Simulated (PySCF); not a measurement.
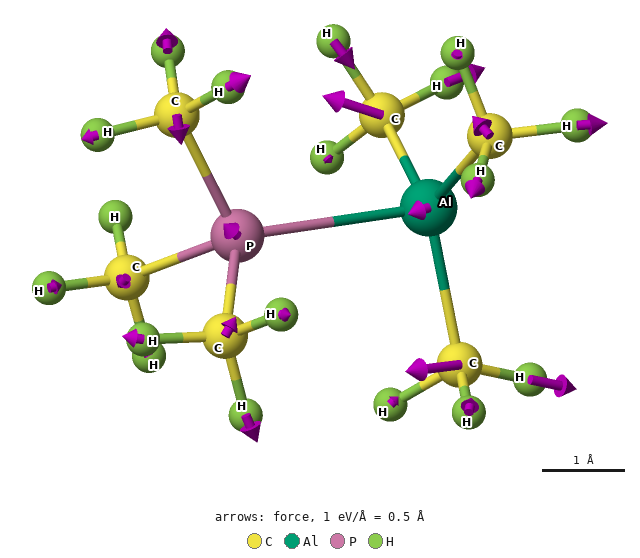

Starting geometry of C6H18AlP with the computed forces as purple arrows. A ball-and-stick model, seen from a free direction.

The start comes from GFN2-xTB. Its atoms were then displaced at random by about 0.01 Å.

Computed with PySCF 2.14.0, density-fitted response routines, PBE0-D3(BJ)/def2-SVP geometry optimisation, gas phase. 

> Is this structure relaxed? If not, where do the atoms go?

It isn't relaxed: the largest force vector, on a C atom, is 1.73 eV/Å. The final displacements have little in common with the starting forces (cosine between the two patterns 0.09). The atom that moves furthest after the best rigid fit is an H atom (0.31 Å). By element the largest moves are H 0.31 Å, Al 0.17 Å, C 0.16 Å, P 0.09 Å. Among the contacts that change: Al–P 2.571 → 2.485 Å, C–H 1.072 → 1.105 Å, C–H 1.136 → 1.104 Å, C–P 1.843 → 1.827 Å. Among the angles between lasting bonds that change: Al–C–H 115.0° → 110.5°, C–Al–P 96.1° → 100.4°, Al–P–C 119.1° → 115.2°. The energy falls by 4.82 kcal/mol in 13 geometry steps. The run took 5.3 min on 1 thread of Arm Neoverse V2, on a shared host.
